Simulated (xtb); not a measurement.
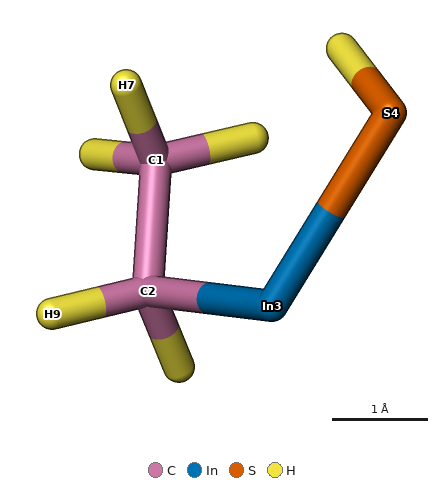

Figure 1. The structure (stick view, seen at a tilt; atoms are numbered from 1 in the order of the input). Sticks mark near contacts.

## Polarizability calculation, with input and output: C₂H₆InS

C₂H₆InS, multiplicity 2, SMILES C[CH2][In][SH], computed with PTB (xtb 6.7.1 later snapshot).

The geometry comes from this level: PBE0-D4/def2-TZVP.

Log
```
* xtb version 6.7.1
   ID    Z sym.   atoms
    1    6 C      1, 2
    2   49 In     3
    3   16 S      4
    4    1 H      5-10

           -------------------------------------------------
          |                Calculation Setup                |
           -------------------------------------------------

          program call               : xtb struc.xyz --ptb --alpha -P 1
          coordinate file            : struc.xyz
          omp threads                :                     1

           -------------------------------------------------
          |                      P T B                      |
           -------------------------------------------------

                              @@@ @

          ...................................................
          :                      SETUP                      :
          :.................................................:
          :  # atomic orbitals                  82          :
          :  # shells                           38          :
          :  # electrons                        23          :
          :  # open shells                       1          :
          :  max. iterations                     2          :
          :  Hamiltonian                       PTB          :
          :  PC potential                    false          :
          :  electronic temp.          300.0000000     K    :
          :  -> integral cutoff          0.2500000E+02      :
          :  verbosity level                     2          :
          ...................................................

          --- Calculation progress: ---
              1st iteration...
              2nd iteration...
          --- Two-step SCF done. ---

           -------------------------------------------------
          |                Property Printout                |
           -------------------------------------------------

    * Orbital Energies and Occupations

         #    Occupation            Energy/Eh            Energy/eV
      -------------------------------------------------------------
         1        2.0000           -0.9461533             -25.7461
         2        2.0000           -0.8762181             -23.8431
         3        2.0000           -0.7674955             -20.8846
         4        2.0000           -0.7080982             -19.2683
         5        2.0000           -0.5486247             -14.9288
         6        2.0000           -0.5120916             -13.9347
         7        2.0000           -0.4962649             -13.5041
         8        2.0000           -0.4592667             -12.4973
         9        2.0000           -0.4496719             -12.2362
        10        2.0000           -0.3618541              -9.8466
        11        2.0000           -0.3453578              -9.3977
        12        1.0000           -0.1546078              -4.2071 (HOMO)
        13                          0.0208148               0.5664 (LUMO)
        14                          0.1095246               2.9803
        15                          0.1339489               3.6449
        16                          0.1876740               5.1069
        17                          0.2622624               7.1365
        18                          0.2667734               7.2593
        19                          0.2862362               7.7889
        20                          0.2865007               7.7961
        21                          0.3142648               8.5516
        22                          0.3349364               9.1141
        23                          0.3459491               9.4138
       ...                                ...                  ...
        82                        223.2280621            6074.3448
      -------------------------------------------------------------
                  HL-Gap            0.1754226 Eh            4.7735 eV
             Fermi-level            0.0000000 Eh            0.0000 eV

    * Atomic partial charges (q)     Shell populations (p)
    ------------------------------------------------------------------------------------
      #  sym   q                     1          2          3          4          5
    ------------------------------------------------------------------------------------
      1  C    -0.15675               0.53545    0.26666    2.19527    0.89958    0.25979
      2  C    -0.16429               0.54938    0.28388    2.07987    1.04260    0.20855
      3  In    0.23610               0.96168    0.30006    0.87427    0.30145    0.32645
      4  S    -0.03784               1.12963    0.41915    3.29362    1.11597    0.07947
      5  H     0.05621               0.66961    0.13409    0.14009
      6  H     0.04137               0.67825    0.14040    0.13999
      7  H     0.04141               0.67823    0.14039    0.13998
      8  H     0.02538               0.67560    0.14349    0.15554
      9  H     0.02539               0.67556    0.14347    0.15558
     10  H    -0.06697               0.66551    0.16906    0.23240
    ------------------------------------------------------------------------------------
      total:   0.00000

Wiberg/Mayer (AO) data.
largest (>0.10) Wiberg bond orders for each atom

 ---------------------------------------------------------------------------
     #   Z sym  total        # sym  WBO       # sym  WBO       # sym  WBO
 ---------------------------------------------------------------------------
     1   6      3.988 --     2      1.020     6      1.002     7      1.002
                             5      0.963
     2   6      3.911 --     1      1.020     9      0.997     8      0.997
                             3      0.816
     3  49      1.855 --     4      1.035     2      0.816
     4  16      2.167 --    10      1.040     3      1.035
     5   1      0.979 --     1      0.963
     6   1      1.019 --     1      1.002
     7   1      1.019 --     1      1.002
     8   1      1.030 --     2      0.997
     9   1      1.030 --     2      0.997
    10   1      1.106 --     4      1.040
 ---------------------------------------------------------------------------

Topologies differ in total number of bonds
Writing topology from bond orders to xtbtopo.mol

 --------------------------------------
    Molecular dipole moment (a.u.)
    X        Y        Z
 --------------------------------------
   -0.7223   0.2479   0.9255
 --------------------------------------
    Total dipole moment (a.u. / Debye):
    1.1999   3.0498

 --------------------------------------
    Molecular quadrupole tensor: (a.u.)
         X         Y         Z
    X    1.0430
    Y    2.9830    1.4538
    Z   11.8737   -3.9400   -2.4968

 --------------------------------------
    Numerical polarizability tensor: (a.u.)
         X         Y         Z
    X   74.1456    1.9065  -33.2010
    Y    1.9065   81.3724   -1.6704
    Z  -33.2010   -1.6704   90.3598
 --------------------------------------
    Total isotropic dipole polarizability (a.u. / Å³):
   81.9593  12.1451

------------------------------------------------------------------------
------------------------------------------------------------------------
 total:
 *  cpu-time:     0 d,  0 h,  0 min,  0.032 sec
 * ratio c/w:     1.000 speedup
 SCF:
 *  cpu-time:     0 d,  0 h,  0 min,  0.030 sec
 * ratio c/w:     1.000 speedup
```

Standard error
```
normal termination of xtb
```

The run was set up as follows.

Input file (struc.xyz)
```
10

C     -0.39610     0.80740     0.52390
C     -0.57760    -0.68330     0.71990
In     0.58000    -1.86150    -0.78210
S      1.85190    -0.50490    -2.37170
H     -0.96980     1.37480     1.26650
H     -0.73640     1.13730    -0.46110
H      0.64860     1.11170     0.62860
H     -1.61500    -1.00350     0.60300
H     -0.22630    -1.02940     1.69400
H      1.44060     0.65150    -1.82120
```

File .CHRG
```
0
```

File .UHF
```
1
```

Command:
```bash
xtb struc.xyz --ptb --alpha -P 1 > xtb.out 2> xtb.err
```

Results in brief

- outcome: converged
- electrons treated: 23
- dipole moment: 3.05 D
- hardware: 1 thread of Arm Neoverse V1, 24 GiB of memory available, shared host
- peak memory: 0.072 GiB
